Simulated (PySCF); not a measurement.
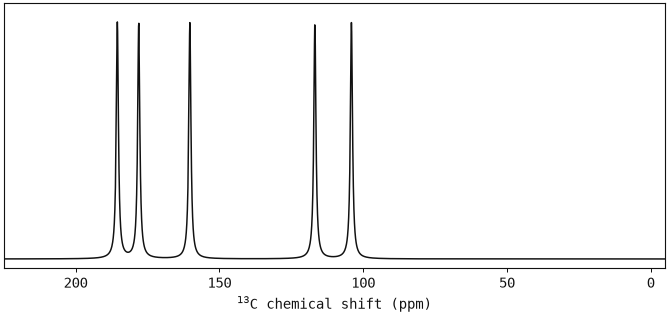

GIAO shifts, B3LYP/pcSseg-2 in PySCF 2.14.0, at a PBE0-D3(BJ)/def2-SVP geometry (no frequency check), against TMS for ¹³C computed at the same level. Gas phase, fully decoupled, line heights follow the number of nuclei, widths are arbitrary (no quadrupolar broadening); values of one conformer, averaged over methyl-type rotors and exact or near symmetry.

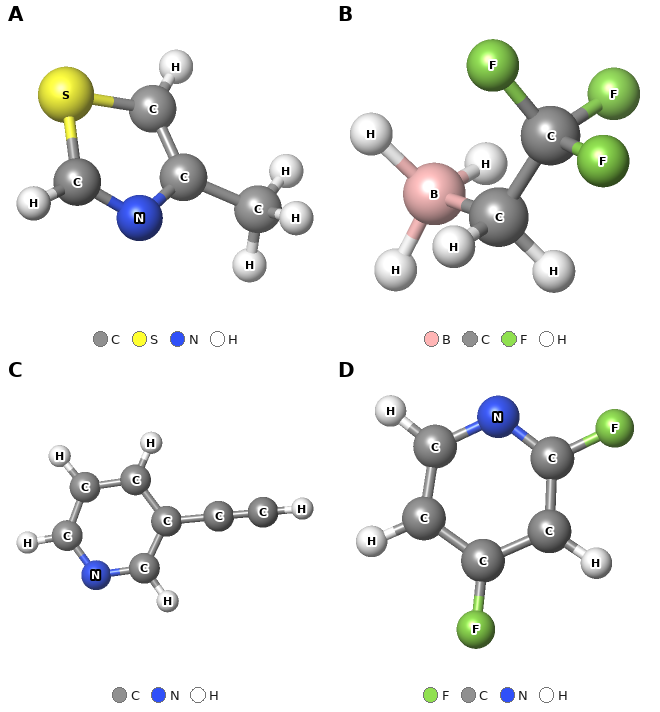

Which molecule was computed? Choose among the lettered structures. Charge and spin: A neutral singlet; B −1 singlet; C neutral singlet; D neutral singlet.

Answer. Structure D, C₅H₃F₂N (2,4-difluoropyridine), SMILES Fc1ccnc(F)c1. Its ¹³C signals: 185.5 (1 C), 178.1 (1 C), 160.3 (1 C), 116.8 (1 C), 104.1 (1 C) ppm.
